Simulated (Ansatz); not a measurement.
One crystal and one scan (frozen-phonon scan) at two levels, PBE (plane waves to 420 eV, PAW, scalar-relativistic; Ansatz, a program for electronic structure) and r2SCAN (plane waves to 500 eV, PAW, scalar-relativistic; Ansatz), each from its own relaxed cell and on its own mesh. The cell shown is that of PBE.

Starting cell, Zr (hcp, Mg type):

```
Zr
1.0
    3.23126     0.00000     0.00000
   -1.61563     2.79835     0.00000
    0.00000     0.00000     5.17316
Zr
2
Direct
  0.33333   0.66667   0.75000
  0.66667   0.33333   0.25000
```

A phonon eigenvector at Γ is frozen into this cell: atom i moves by Q times the vector below, so Q is the largest atomic displacement, in Å. The cell is held.

```json
[
 {"atom": "Zr1", "x": "0.000", "y": "0.000", "z": "-1.000"},
 {"atom": "Zr2", "x": "0.000", "y": "0.000", "z": "1.000"}
]
```

Zr is run without spin polarisation. Zr was relaxed with its symmetry unable to fall. With partly filled bands, energies and forces of such displacements shift with the k mesh and the smearing. Percentages come from the unrounded values. Both scans cover Q from -0.100 to 0.100 Å.

```
quantity                                                                                    PBE  r2SCAN     PBE − r2SCAN
----------------------------------------------------------------------------------------  -----  ------  ---------------
Lattice constant a (Å)                                                                    3.231   3.246  -0.015 (-0.5 %)
Lattice constant c (Å)                                                                    5.173   5.151  +0.022 (+0.4 %)
Relaxed volume (Å³/atom)                                                                  23.39   23.50   -0.11 (-0.5 %)
Energy at Q = 0.100 Å (meV/cell)                                                             91      90        +1 (+1 %)
Harmonic wavenumber from the curvature (finite differences) (cm⁻¹ (negative: imaginary))    149     149                0
```

PBE gives the higher value for: lattice constant c. PBE gives the lower value for: lattice constant a. They agree on: relaxed volume (within 0.6 %); energy at Q = 0.100 Å (within 1.5 %); harmonic wavenumber from the curvature (within 1.5 %). Both give the same space group of the distorted cell: P-3m1 (No. 164), lowered from P6_3/mmc. Neither level is exact: the differences show how much the result hangs on the functional.

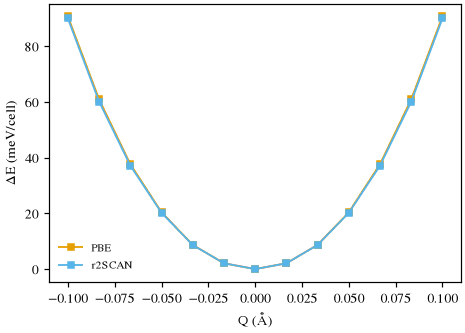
Fig. 1. ΔE, each from the undisplaced structure of its own level.

(A displaced cell: forces are minus the slopes of the energy, force constants its curvatures, and phonons follow from these.)
